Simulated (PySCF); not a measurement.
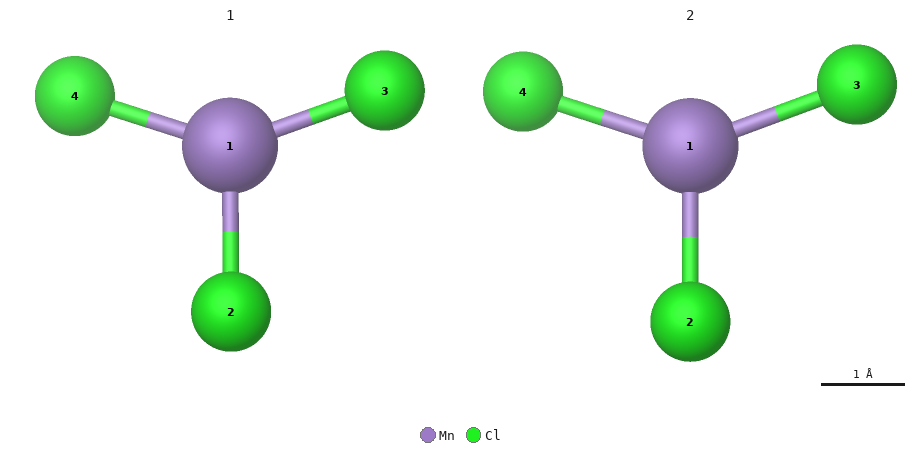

Two geometries of MnCl$_{3}$ (multiplicity 5), drawn at one scale. One is the start of a relaxation, the other its converged end. A ball-and-stick model, seen at a tilt.

The calculation used PySCF 2.14.0, density-fitted response routines, PBE0-D3(BJ)/def2-SVP geometry optimisation, gas phase. 

Which one is relaxed?

Answer. Structure 2 is the relaxed one. The start comes from GFN2-xTB. After 4 geometry steps the energy has fallen by 0.615 eV. Largest force component: 3.3 eV/Å at the start, 0.013 eV/Å at the end. The largest move after the best rigid fit is that of Cl3, 0.16 Å. By element the largest moves are Cl 0.16 Å, Mn 0.01 Å. Some distances before and after: Mn1–Cl3 1.991 → 2.152 Å, Mn1–Cl2 2.027 → 2.144 Å.
